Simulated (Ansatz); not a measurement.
Molecule: C₄H₇F₃, SMILES CC[C@@H](F)C(F)F.

Kohn-Sham orbital energies near the frontier, PBE/def2-TZVPP with the Ansatz code 0.2.0, at a PBE0-D4/def2-TZVP geometry (a minimum by its frequencies), isolated molecule; empty levels in grey, levels within 0.03 eV side by side.

Question: Where do the frontier orbitals lie?

Answer: HOMO at −7.58 eV, LUMO at 0.43 eV, 8.00 eV apart.

Question: How far below the HOMO does the next level lie?

Answer: 0.54 eV.

Question: List the levels.

Answer:
```
orbital  energy (eV)
 LUMO+2         0.83
 LUMO+1         0.50
   LUMO         0.43
   HOMO        −7.58
 HOMO−1        −8.12
 HOMO−2        −8.61
 HOMO−3        −9.17
 HOMO−4        −9.36
 HOMO−5        −9.48
 HOMO−6        −9.71
 HOMO−7       −10.10
 HOMO−8       −10.30
 HOMO−9       −11.06
```

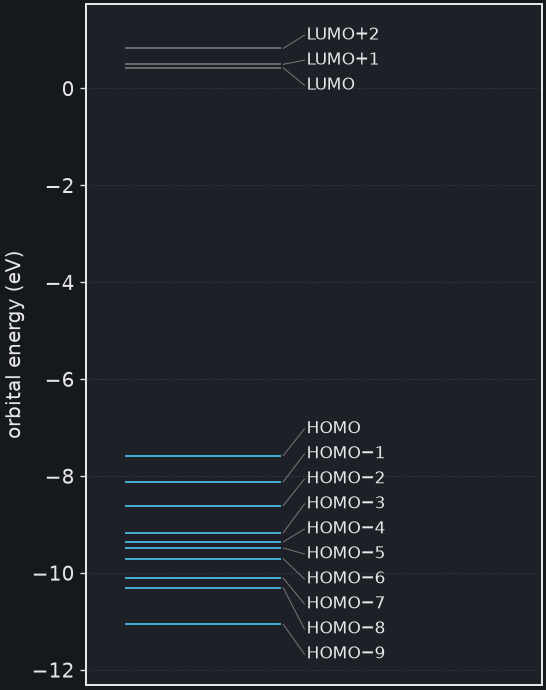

Note: one conformer of a flexible molecule; empty levels above zero depend strongly on the basis.
